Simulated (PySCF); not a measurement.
# C$_{4}$H$_{15}$NSi$_{3}$: what the fields show

Input file:

```
{"job": {"kind": "nmr", "xc": "PBE0", "basis": "pcSseg-1"}, "charge": 0, "multiplicity": 1}
C     -3.386766     0.219380     0.852649
Si    -1.604699    -0.396653     0.613459
C     -0.763013     0.758925    -0.612142
C     -0.103155     0.194415    -1.846037
C      0.739984     0.779397    -0.769009
N      1.595844    -0.001124     0.067177
Si     2.152562     0.821965     1.494298
Si     2.062807    -1.598263    -0.422284
H     -3.940723     0.215546    -0.081435
H     -3.413375     1.231444     1.245385
H     -3.921651    -0.415424     1.551327
H     -1.648757    -1.767252     0.079323
H     -0.917362    -0.410214     1.912122
H     -1.238010     1.725254    -0.750202
H     -0.186756     0.733631    -2.779776
H     -0.112609    -0.877406    -1.965790
H      1.167089     1.757503    -0.985755
H      1.044196     1.617174     2.028483
H      2.592494    -0.200672     2.435222
H      3.256314     1.728090     1.142840
H      2.460323    -1.562038    -1.833152
H      0.962736    -2.553537    -0.235423
H      3.197774    -1.973159     0.414674
```

Command:

```sh
OMP_NUM_THREADS=1 python probes_run.py task.json out
```

Geometry: GFN2-xTB.

All numbers below come from PySCF, PBE0/pcSseg-1, SCF density, gas phase, non-relativistic.

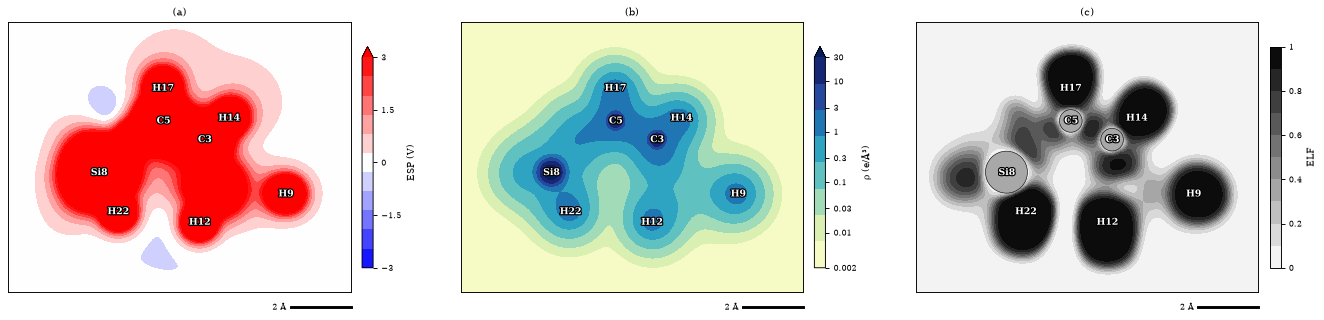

Figure 1. (a) molecular electrostatic potential; (b) total electron density; (c) electron localisation function on the plane of atoms C3, C5 and H17. Grey discs cover the atomic cores in the ELF map.

Question: Read the bonding off the picture.

Answer:
- The plane passes through C, Si and H nuclei.
- C–C (1.51 Å): ρ at the midpoint is about 1.6 e/Å³; the ELF peaks at about 0.85 between the atoms (localised, covalent bonding).
- C–H (1.09 Å): ρ is about 2 e/Å³ halfway; the ELF climbs to about 1 towards the hydrogen, as it does in any bond to H; a covalent bond by its length.
- Si–H (1.47 Å): ρ is about 0.81 e/Å³ halfway; the ELF climbs to about 1 towards the hydrogen.
- Outside the dense part of the molecule the potential is most negative (−0.6 V) near N6, which lies off the plane.

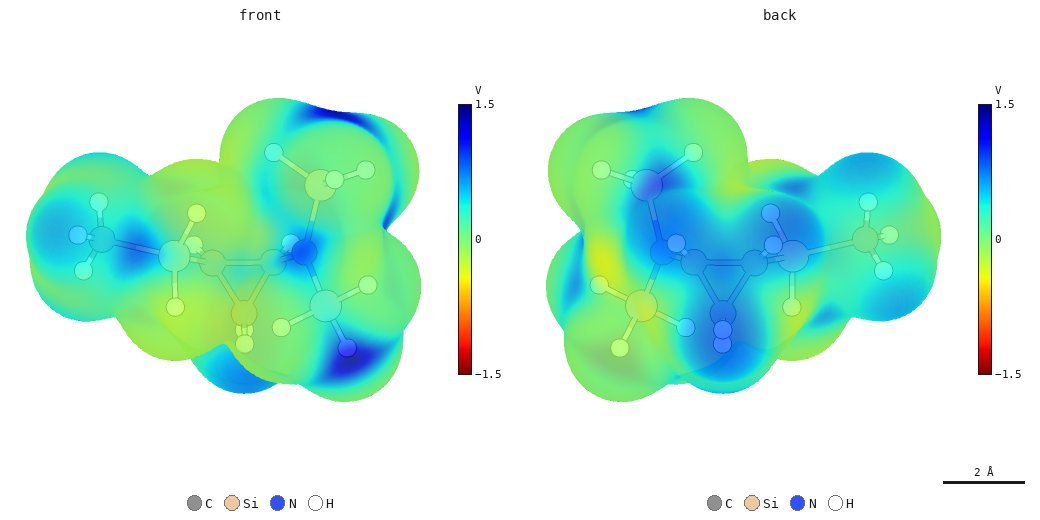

Figure 2. The electrostatic potential painted on the density surface at 0.002 e/bohr³, seen from the front and from behind; the colour scale runs from red (negative) to blue (positive).

Question: Describe the electrostatic potential map.

Answer: The most negative region (about −0.3 V, or −7 kcal/mol for a unit charge) lies over C5, N6 and H12, the most positive (about +1.3 V, or +30 kcal/mol for a unit charge) over Si7 and Si8.

Question: How polar is the molecule by this calculation?

Answer: Its dipole moment is 1.09 D.
